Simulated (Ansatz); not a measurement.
# CH3FO (SMILES OCF): levels of theory compared

Wanted: a comparison of 6 runs (B3LYP/STO-3G, PBE0/STO-3G, r2SCAN0/STO-3G, wB97M-V/STO-3G, UMP2/STO-3G, CCSDTQ/STO-3G) of CH3FO. 

The calculation is run with Ansatz 0.2.0.

68 further runs of the same task are left out: 2 that didn't finish, 66 set aside as unsound or not needed.

## Step 1: Starting point

CH3FO has 6 atoms, charge 0, and is taken as a singlet. SMILES: `OCF`. The H4–O1 distance was set to 2.404 Å, away from the relaxed value. At this shape a bond of the SMILES string is far longer than usual.

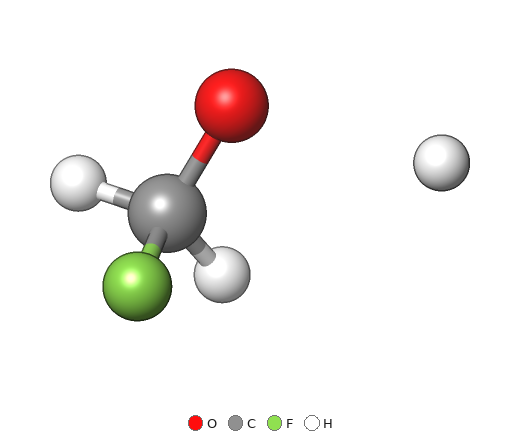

The structure, seen from a chosen angle (oxygen red, carbon grey, fluorine green, hydrogen white).

## Step 2: The energy at B3LYP/STO-3G (run 1)

molecule.yaml reads:

```yaml
crystal:
  periodic: [false, false, false]
  atoms:
    - {symbol: O, position_ang: [-0.591954, -1.000344, 1.148472]}
    - {symbol: C, position_ang: [0.452246, -0.254144, 1.626672]}
    - {symbol: F, position_ang: [0.107946, 1.080056, 1.719672]}
    - {symbol: H, position_ang: [-0.928700, -0.495100, -1.178000]}
    - {symbol: H, position_ang: [1.338846, -0.298244, 0.983372]}
    - {symbol: H, position_ang: [0.674146, -0.611944, 2.633172]}
basis:
  gaussian: {orbitals: STO-3G}
hamiltonian: {xc: {name: B3LYP}}
accuracy: high
```

On the command line:

```bash
ansatz run molecule.yaml --threads 1 --pin off --max-ram 2610MiB --events-out events.jsonl --progress --plain --runs-dir runs
```

Standard output:

```text
Warning: RAYON_NUM_THREADS=1 ignored (pool sized by the plan → 1); use --threads N
Functional definition: B3LYP
  name "B3LYP"
  parameter a0 = 0.2
  parameter ax = 0.72
  parameter ac = 0.81
  exchange = (1 - a0 - ax)*slater_x + ax*b88_x + a0*exact_x
  correlation = (1 - ac)*vwn_rpa_c + ac*lyp_c
321 factors; integrals over basis functions are off by at most 3.3e-8 eV
mean field evaluation 1: about -5758.3091 eV, gradient 2.7e1 eV
mean field evaluation 2: about -5742.6818 eV, gradient 5.4e1 eV
mean field evaluation 4: about -5759.7158 eV, gradient 1.6e1 eV
mean field evaluation 8: about -5760.7612 eV, gradient 3.0e0 eV
mean field evaluation 16: about -5760.7852 eV, gradient 5.7e-5 eV
mean field -5760.78524011 eV, -211.7049527735 hartree, gradient 1.2e-8 eV, S^2 0.000000; 0 other end points of the search recorded, 0 dependent functions left out
reference -5760.78526570 eV, -211.7049537138 hartree; 13, 13 occupied and 5, 5 virtual orbitals, 321 factors
Total energy: -5760.78526570 eV, -211.7049537138 hartree
```

It took 1.2 s on 1 thread of Arm Neoverse V1, shared host; peak memory 0.093 GiB.

## Step 3: The energy at PBE0/STO-3G (run 2)

in.yaml reads:

```yaml
crystal:
  periodic: [false, false, false]
  atoms:
    - {symbol: O, position_ang: [-0.591954, -1.000344, 1.148472]}
    - {symbol: C, position_ang: [0.452246, -0.254144, 1.626672]}
    - {symbol: F, position_ang: [0.107946, 1.080056, 1.719672]}
    - {symbol: H, position_ang: [-0.928700, -0.495100, -1.178000]}
    - {symbol: H, position_ang: [1.338846, -0.298244, 0.983372]}
    - {symbol: H, position_ang: [0.674146, -0.611944, 2.633172]}
basis:
  gaussian:
    orbitals: STO-3G
hamiltonian:
  xc: pbe0
accuracy: high
```

On the command line:

```bash
ansatz run in.yaml --threads 1 --pin off --max-ram 2610MiB --events-out events.jsonl --progress --plain --runs-dir runs
```

Standard output:

```text
Warning: RAYON_NUM_THREADS=1 ignored (pool sized by the plan → 1); use --threads N
Functional definition: PBE0
  name "PBE0"
  parameter a = 0.25
  parameter kappa = 0.804
  parameter beta = 0.06672455060314922
  exchange = (1 - a)*pbe_x(kappa = kappa, mu = beta*pi^2/3) + a*exact_x
  correlation = pbe_c(beta = beta)
321 factors; integrals over basis functions are off by at most 3.3e-8 eV
mean field evaluation 1: about -5751.6410 eV, gradient 3.1e1 eV
mean field evaluation 2: about -5734.8729 eV, gradient 5.8e1 eV
mean field evaluation 4: about -5755.4828 eV, gradient 6.3e0 eV
mean field evaluation 8: about -5755.4827 eV, gradient 6.3e0 eV
mean field evaluation 16: about -5755.6158 eV, gradient 1.6e-7 eV
mean field -5755.61577412 eV, -211.5149784024 hartree, gradient 9.1e-9 eV, S^2 0.000000; 0 other end points of the search recorded, 0 dependent functions left out
reference -5755.61577542 eV, -211.5149784503 hartree; 13, 13 occupied and 5, 5 virtual orbitals, 321 factors
Total energy: -5755.61577542 eV, -211.5149784503 hartree
```

Wall time 1.3 s (1 thread of Arm Neoverse V1, shared host); peak memory 0.092 GiB.

Run 3 isn't shown in full; the table further down has it.

## Step 4: A single-point energy at wB97M-V/STO-3G (run 4)

in.yaml reads:

```yaml
crystal:
  periodic: [false, false, false]
  atoms:
    - symbol: O
      position_ang: [-0.591954, -1.000344, 1.148472]
    - symbol: C
      position_ang: [0.452246, -0.254144, 1.626672]
    - symbol: F
      position_ang: [0.107946, 1.080056, 1.719672]
    - symbol: H
      position_ang: [-0.928700, -0.495100, -1.178000]
    - symbol: H
      position_ang: [1.338846, -0.298244, 0.983372]
    - symbol: H
      position_ang: [0.674146, -0.611944, 2.633172]
basis:
  gaussian: {orbitals: STO-3G}
hamiltonian: {xc: {name: wB97M-V}}
accuracy: high
```

On the command line:

```bash
ansatz run in.yaml --threads 1 --pin off --max-ram 2610MiB --events-out events.jsonl --progress --plain --runs-dir runs
```

Standard output, cut to the lines that bear on the results:

```text
Warning: RAYON_NUM_THREADS=1 ignored (pool sized by the plan → 1); use --threads N
Functional definition: wB97M-V
  name "wB97M-V"
[...]
  gx(w, u) = 1 - cx + cx01*u + cx10*w
  gss(w, u) = css00 + css04*u^4 + css10*w + css20*w^2 + css43*w^4*u^3
  gos(w, u) = cos00 + cos10*w + (cos20 + cos21*u)*w^2 + (cos60 + cos61*u)*w^6
[...]
      + integral(e_c_pw_mod_opposite_spin*gos(b97_w_opposite, b97_u_opposite)) + vv10(b, c)
321 factors; integrals over basis functions are off by at most 3.3e-8 eV
143 factors; integrals over basis functions are off by at most 5.4e-10 eV
[...]
mean field -5760.27281638 eV, -211.6861215488 hartree, gradient 6.0e-8 eV, S^2 0.000000; 0 other end points of the search recorded, 0 dependent functions left out
reference -5760.27281864 eV, -211.6861216320 hartree; 13, 13 occupied and 5, 5 virtual orbitals, 321 factors
Total energy: -5760.27281864 eV, -211.6861216320 hartree
```

It took 23 s on 1 thread of Arm Neoverse V1, shared host; peak memory 0.27 GiB.

Run 5 isn't shown in full; the table further down has it.

## Step 5: The energy at CCSDTQ/STO-3G (run 6)

input.yaml reads:

```yaml
crystal:
  periodic: [false, false, false]
  atoms:
    - symbol: O
      position_ang: [-0.591954, -1.000344, 1.148472]
    - symbol: C
      position_ang: [0.452246, -0.254144, 1.626672]
    - symbol: F
      position_ang: [0.107946, 1.080056, 1.719672]
    - symbol: H
      position_ang: [-0.928700, -0.495100, -1.178000]
    - symbol: H
      position_ang: [1.338846, -0.298244, 0.983372]
    - symbol: H
      position_ang: [0.674146, -0.611944, 2.633172]
basis:
  gaussian: {orbitals: STO-3G}
correlation: {method: ccsdtq, frozen_orbitals: {C: 1, F: 1, H: 0, O: 1}}
accuracy: high
scf: {omitted_lower_state_checks: [cluster_reference, increment]}
```

On the command line:

```bash
ansatz run input.yaml --threads 1 --pin off --max-ram 2610MiB --events-out events.jsonl --progress --plain --runs-dir runs
```

Standard output:

```text
Warning: RAYON_NUM_THREADS=1 ignored (pool sized by the plan → 1); use --threads N
[... 11 lines left out ...]
3 core orbitals not correlated: weight in the atoms' cores, before any rotation towards them, 1.000 or more for the frozen orbitals, at most 0.000 for the correlated occupied ones
[... 55 lines left out ...]
WARN: these amplitudes may be one of several solutions (largest doubles amplitude 0.80, level shift 14.73 eV)
Total energy: -5741.36750123 eV, -210.9913640314 hartree
Checks for a lower state left out: cluster_reference, increment
```

Run time: 26 s. Hardware: 1 thread of Arm Neoverse V1, shared host; peak memory 0.19 GiB.

## Step 6: All runs side by side

```csv
run,level,frozen core orbitals,energy (Eh),wall time
1,B3LYP/STO-3G,–,-211.704954,1.2 s
2,PBE0/STO-3G,–,-211.514978,1.3 s
3,r2SCAN0/STO-3G,–,-211.612609,2.6 s
4,wB97M-V/STO-3G,–,-211.686122,23 s
5,UMP2/STO-3G,3,-210.958574,0.3 s
6,CCSDTQ/STO-3G,3,-210.991364,26 s
```

## Step 7: Results

```
                                          quantity          value
                               run 6: total energy  -210.99136 Eh
run 6: correlation energy (3 core orbitals frozen)     -347.6 mEh
                              run 6: T1 diagnostic          0.027
```

**Reading.** Totals of different functionals can't be ranked against each other. In run 6 the log says that unrestricted orbitals would lower the reference, so the values rest on an unstable closed-shell determinant (other closed-shell runs at this shape may share the fault). In runs 1, 2, 3, 4, 5, 6 the basis is minimal, so the values are rough. In runs 1, 2, 3, 4 a closed-shell determinant meets a far-stretched bond, which it describes badly. Spin contamination of the reference: run 5 ⟨S²⟩ = 1.00. Where it is this large, the reference is a mixture of spin states, and values that rest on it are in doubt. All runs together took 54 s, the longest 26 s.
